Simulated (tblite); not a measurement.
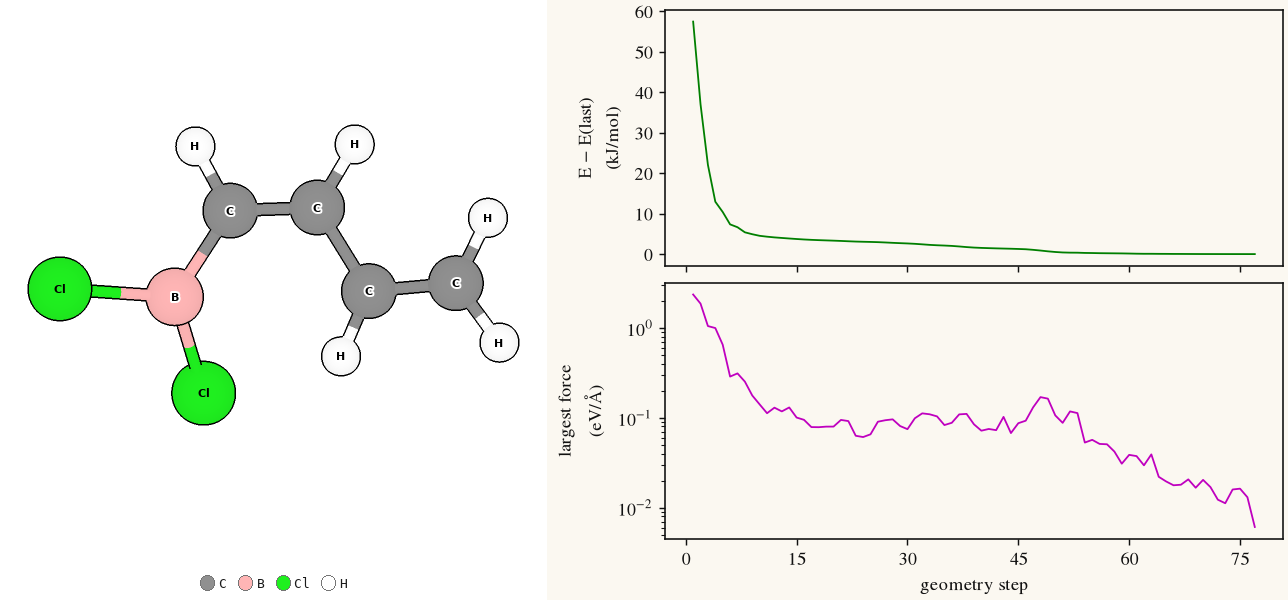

Beside the plot: the molecule at the start.

History of a geometry optimisation.

The run: C4H5BCl2 (SMILES C=C/C=C\B(Cl)Cl), by GFN2-xTB geometry optimisation, gas phase (tblite 0.8.0).

Q: How did the optimisation end?

A: The optimisation met its thresholds at geometry 77, counting the start as the first. The energy fell by about 57 kJ/mol from the first step to the last. The largest force goes from about 2.4 eV/Å at the start to 6 × 10⁻³ eV/Å at the end.
